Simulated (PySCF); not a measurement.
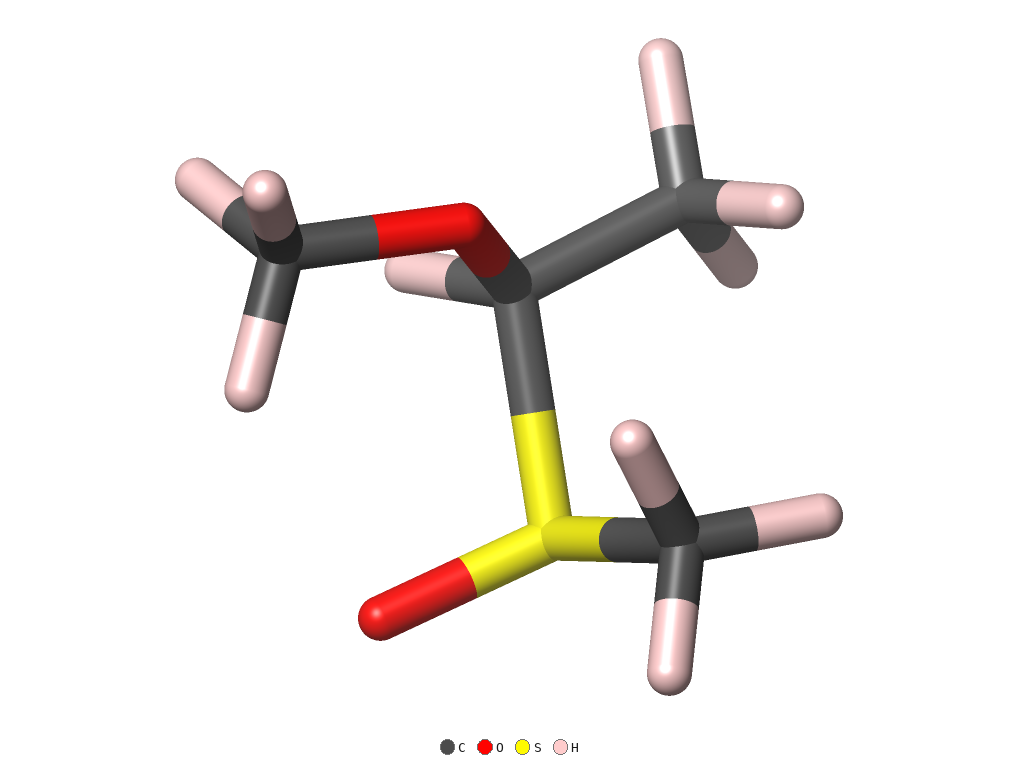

Computed geometry: GFN2-xTB optimisation. No frequency run is at hand to confirm it as a minimum. Level of theory: PBE0/pcSseg-1, gas phase (PySCF 2.14.0).

What does the calculation give?

The species is C4H10O2S (`CO[C@@H](C)[S@@](C)=O`).
- dipole moment: 2.88 D
- HOMO energy (Kohn–Sham orbital): −6.19 eV
- LUMO energy (Kohn–Sham orbital): 0.80 eV
- HOMO–LUMO gap: 6.99 eV
